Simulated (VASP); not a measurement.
Band structure of ZnS (wurtzite). Calculation: PW91 GGA, VASP's PBE PAW potentials (set 64) (plane waves; VASP).

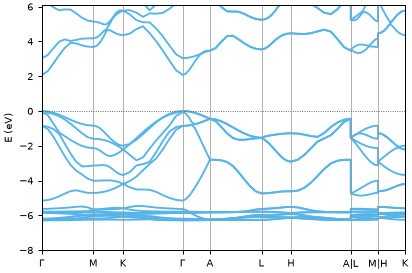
Figure. Bands along high-symmetry lines, zero at the valence-band maximum or, without a gap, the Fermi level

Problem. Read the plot: is there a gap, and where are the band edges?

Solution. The gap is direct, 2.07 eV, from the valence maximum at Γ to the conduction minimum at Γ. (Edges off the drawn lines would not show.)

Measured: gap 3.91 eV (computed value off by -1.84 eV), as given by Mehmet Aras et al., The Journal of Chemical Physics (2014), arXiv:1312.4272.

The compound is ZnS in the wurtzite structure, the high-temperature form. It was relaxed first.
